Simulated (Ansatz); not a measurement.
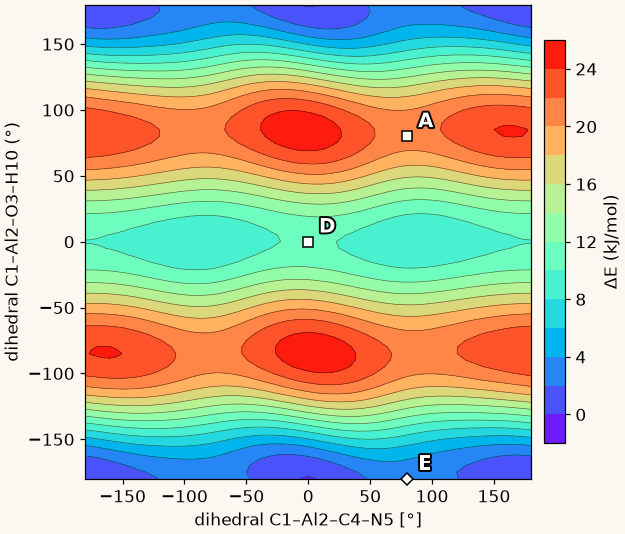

C2H5AlClNO, SMILES [CH3][Al]([OH])[C](=N)Cl. First axis: dihedral C1–Al2–C4–N5. Second axis: dihedral C1–Al2–O3–H10. Nothing is relaxed (all other coordinates rigid). The scan uses an 18 × 18 grid. All energies are given in kJ/mol relative to the relaxed molecule at the same level. Computed with RKS PBE-D4/def2-SVP in Ansatz 0.2.0.

The picture shows filled contours, lettered points. Between grid points the surface is interpolated.

**What kind of point is each of A, D, E: minimum, saddle, maximum or slope?**

A: saddle point; D: saddle point; E: saddle point. (In these two coordinates alone; a stationary point may lie a little off the grid point.)

**Rank the lettered points by energy, lowest first.**

E (2.9 kJ/mol), D (10.2 kJ/mol), A (21.1 kJ/mol).
